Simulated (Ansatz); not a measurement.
# C2H2AlF (SMILES C#[C][AlH][F]): what the fields show

```xyz
6

C    -1.6499   -1.2372   -0.9922
C    -1.8172   -0.1516   -0.4593
Al   -2.0443    1.5603    0.3340
F    -3.0539    1.6803    1.6501
H    -1.5054   -2.1967   -1.4589
H    -1.3401    2.8691   -0.1731
```

Geometry: PBE0-D3(BJ)/def2-SVP.

Theory: isolated molecule in a Gaussian basis; Kohn-Sham density functional theory, functional PBE0 in Ansatz.

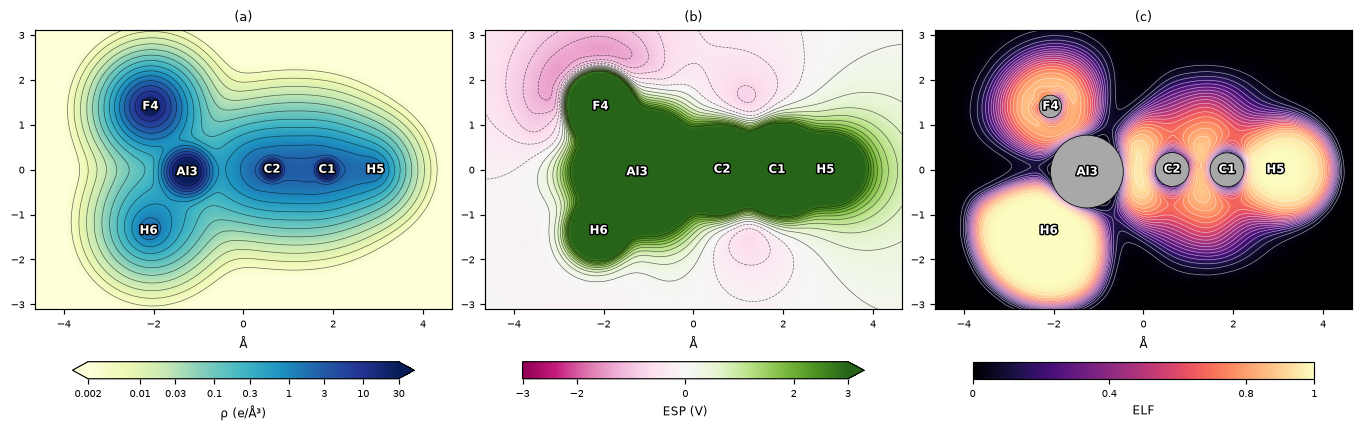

Figure 1. (a) electron density; (b) electrostatic potential; (c) ELF on the molecular plane. Grey discs cover the atomic cores in the ELF map.

Question: Read the bonding off the picture.

Answer: Atoms in the plane: C, Al, F and H.
C–C (1.22 Å): ρ at the midpoint is about 2.8 e/Å³; the ELF peaks at about 0.85 between the atoms (a multiple bond).
Al–F (1.66 Å): ρ is about 0.89 e/Å³ halfway; the ELF peaks at about 0.85 in the valence shell of F, 0.6 Å from its nucleus, and is about 0.35 at the midpoint.
C–Al (1.90 Å): ρ at the midpoint is about 0.75 e/Å³; the ELF peaks at about 0.95 between the atoms; a polar covalent bond.
C–H (1.08 Å): the density is about 2.1 e/Å³ at the midpoint; the ELF climbs to about 1 towards the hydrogen, as it does in any bond to H: a covalent bond by its length.
Al–H (1.57 Å): ρ is about 0.58 e/Å³ halfway; the ELF climbs to about 1 towards the hydrogen.
The ELF also peaks beside F4, away from the bonds: lone-pair regions.
Outside the dense part of the molecule the potential is most negative (−1.4 V) near F4.

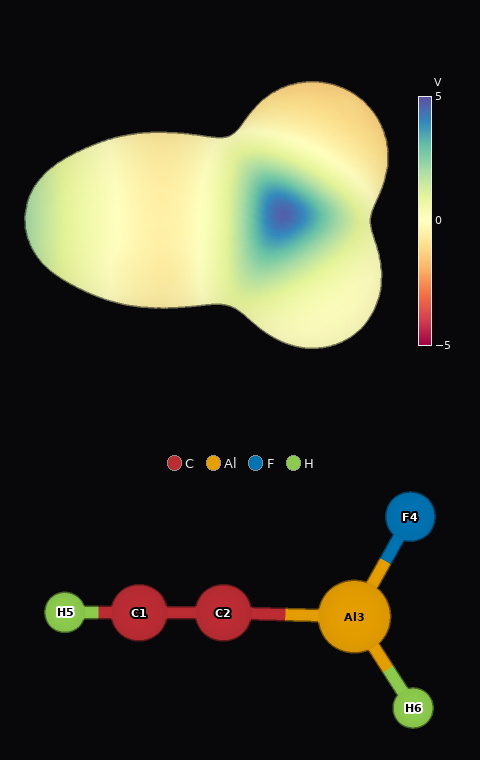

Figure 2. The electrostatic potential painted on the density surface at 0.002 e/bohr³, seen across its widest extent; the colour scale runs from red (negative) to blue (positive). The bare structure is drawn below in the same view.

Question: Where is the surface potential most negative and most positive?

Answer: The most negative region (about −1.3 V) lies over F4, the most positive (about +4.5 V) over Al3.

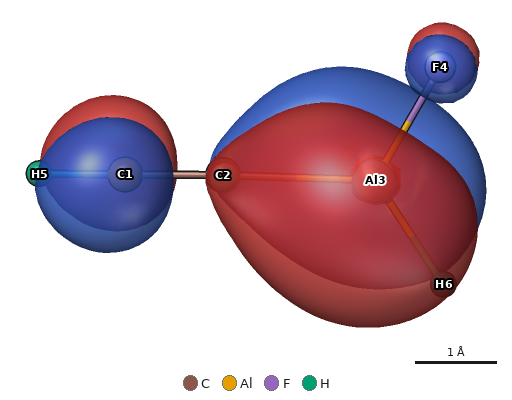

Figure 3. One frontier orbital at ±0.1 Å⁻³ᐟ² (blue and red are the two phases), seen at a tilt.

Question: Which orbital is it: HOMO or LUMO?

Answer: The LUMO, at −1.66 eV. By Hirshfeld shares it lies mainly on Al3 (about 60 %), C1 (about 15 %) and C2 (about 15 %); it changes sign across the molecular plane (π type); π-antibonding (a node) across C1–C2.

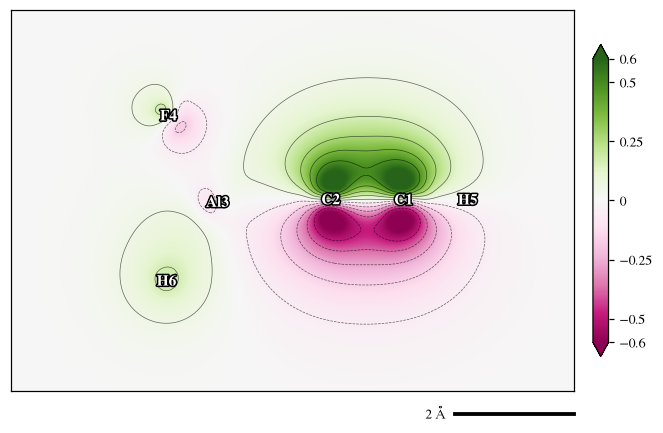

Figure 4. One frontier orbital on the molecular plane (values in Å⁻³ᐟ²; the overall sign is arbitrary).

Question: Which orbital is it: HOMO or LUMO?

Answer: The HOMO, at −8.51 eV. By Hirshfeld shares it lies mainly on C1 (about 45 %) and C2 (about 45 %); it is symmetric in the molecular plane (an in-plane orbital: σ, lone-pair or in-plane π type).
